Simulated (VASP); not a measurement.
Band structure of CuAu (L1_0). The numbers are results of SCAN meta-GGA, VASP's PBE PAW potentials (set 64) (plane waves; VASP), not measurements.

Unless said otherwise, spin-orbit coupling is left out, though it shifts the bands of the heavy elements here.

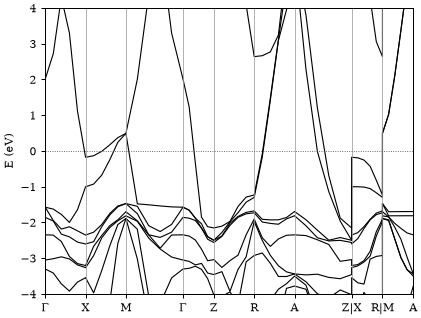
Bands along high-symmetry lines, zero at the valence-band maximum or, without a gap, the Fermi level

### Question
Read the plot: is there a gap, and where are the band edges?

### Answer
It has no gap at this level: it comes out as a metal or semimetal.

The compound is CuAu in the L1_0 structure. It was relaxed first.
